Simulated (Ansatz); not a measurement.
A computed series for BaTiO3: response to strain

The parent structure is BaTiO3 in the cubic perovskite structure (space group Pm-3m, No. 221).

```
CELL_PARAMETERS angstrom
      3.93456     0.00000     0.00000
      0.00000     3.93456     0.00000
      0.00000     0.00000     3.93456
ATOMIC_POSITIONS crystal
  Ba 0.00000 0.00000 0.00000
  Ti 0.50000 0.50000 0.50000
  O  0.50000 0.00000 0.50000
  O  0.00000 0.50000 0.50000
  O  0.50000 0.50000 0.00000
```

Strains are applied to the cell and any free atomic positions relax.

Calculations: LDA, PAW, 420 eV (Ansatz, a quantum-chemistry and plane-wave program; no spin-orbit coupling).

Notes on the quantities. energy relative to the base: free energy F.

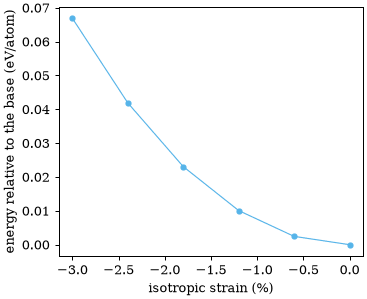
*Energy relative to the base against isotropic strain*

```tsv
isotropic strain (%)	energy relative to the base
-3	+67 meV/atom
-2.4	+42 meV/atom
-1.8	+23 meV/atom
-1.2	+10 meV/atom
-0.6	+2.5 meV/atom
```

Stability against distortions was not tested. All final runs are without spin polarisation. Many cubic perovskites are stable only at high temperature; tilts and polar distortions were not tested. This is not the structure that BaTiO3 has at room temperature and ambient pressure.
